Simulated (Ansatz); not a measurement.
# Direct or indirect: NaF (Fm-3m)

```cif
data_structure
_symmetry_space_group_name_H-M 'Fm-3m'
_symmetry_Int_Tables_number 225
_cell_length_a 4.6400
_cell_length_b 4.6400
_cell_length_c 4.6400
_cell_angle_alpha 90.000
_cell_angle_beta 90.000
_cell_angle_gamma 90.000
_cell_volume 99.90
loop_
_atom_site_label
_atom_site_type_symbol
_atom_site_symmetry_multiplicity
_atom_site_Wyckoff_symbol
_atom_site_fract_x
_atom_site_fract_y
_atom_site_fract_z
_atom_site_occupancy
Na1 Na 4 a 0.00000 0.00000 0.00000 1
F1 F 4 b 0.50000 0.00000 0.00000 1
```

Method: Ansatz, PBE, independent particles, without spin-orbit coupling, line width 0.2 eV (Gaussian). The band structure gives a fundamental gap of 6.29 eV. The spectrum of vertical transitions near the edge:

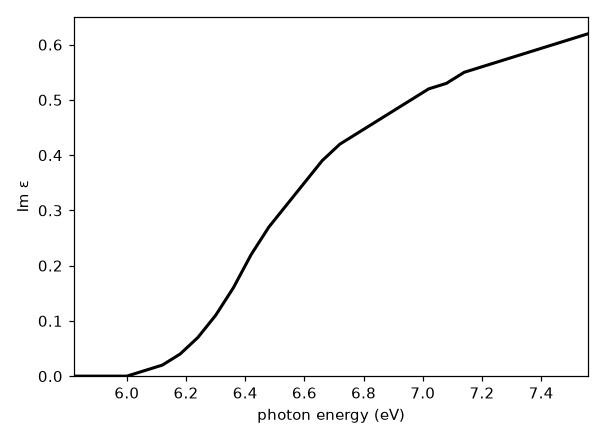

Task: Is the gap direct or indirect, and about where do vertical transitions set in?

Result: Direct: the band path has its least direct gap at the fundamental one, 6.29 eV, and the curves rise from there. Lines are broadened by 0.2 eV, which spreads the edge.

[Logs are printed without paths, hosts, clocks, repeated set-up lines and the standing remarks that a program may print on its own settings, such as how far it seeks lower states.]
